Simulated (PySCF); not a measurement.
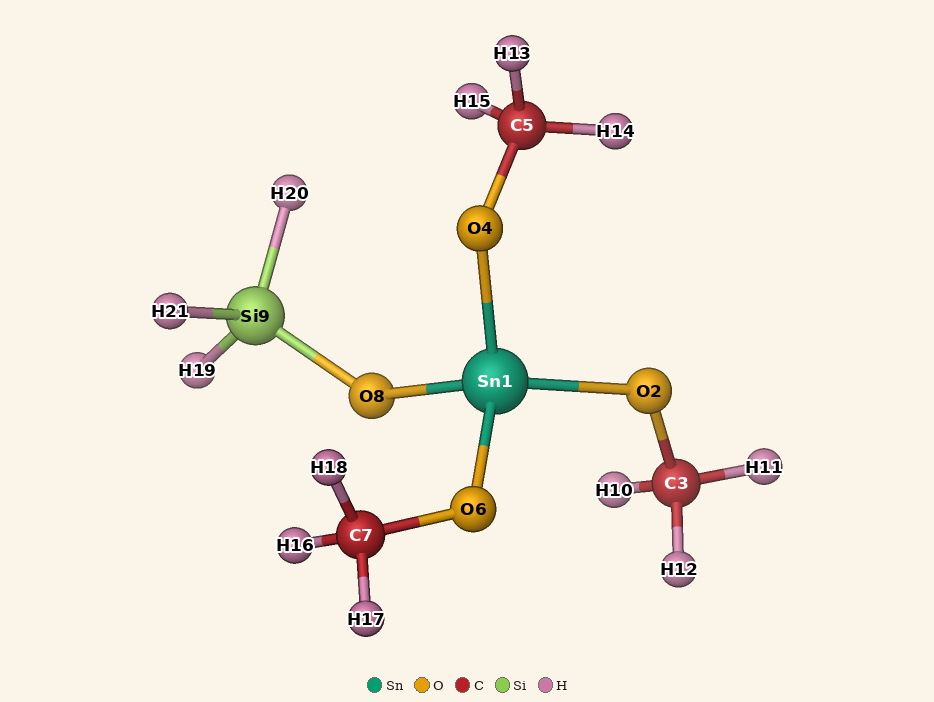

Atoms carry their numbers in the input. The geometry was computed by an optimisation with PBE0-D3(BJ)/def2-SVP. No frequency run is at hand to confirm it as a minimum.

List the bonds and their lengths. Leave out bonds to hydrogen.

| bond | length (Å) |
| --- | --- |
| Sn1–O2 | 1.959 |
| Sn1–O4 | 1.962 |
| Sn1–O6 | 1.960 |
| Sn1–O8 | 1.969 |
| O2–C3 | 1.407 |
| O4–C5 | 1.407 |
| O6–C7 | 1.408 |
| O8–Si9 | 1.660 |
